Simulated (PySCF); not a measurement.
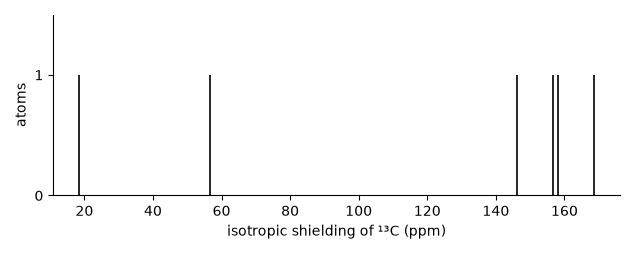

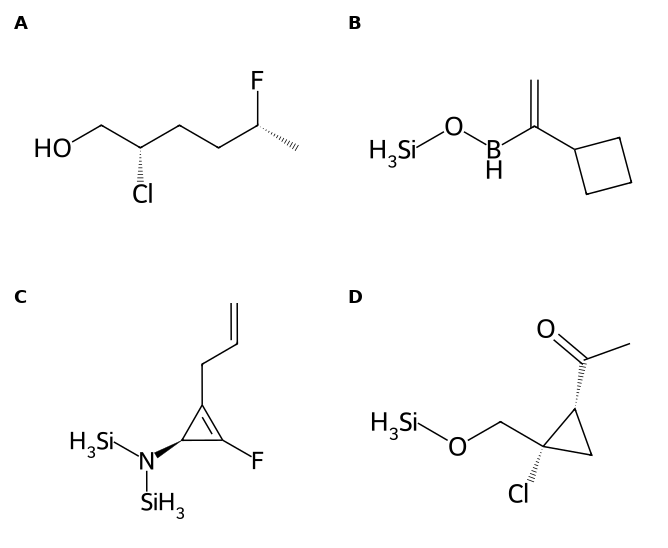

The sticks are computed shieldings of one of the molecules, for one fixed geometry (GFN2-xTB) without averaging over rotations. Low shielding means a high chemical shift. Method: GIAO PBE0/pcSseg-1 NMR shielding, non-relativistic, gas phase (PySCF 2.14.0).

**Match the spectrum to a structure.**

B, `C=C(BO[SiH3])C1CCC1`. Its 6 C atoms give lines at 18.4, 56.7, 146.2, 156.8, 158.2, 168.6 ppm.

The geometry is semi-empirical. Around B, Si such bond lengths and angles can be off by a tenth of an ångström or more and by several degrees, and values that hang on the shape move with them.
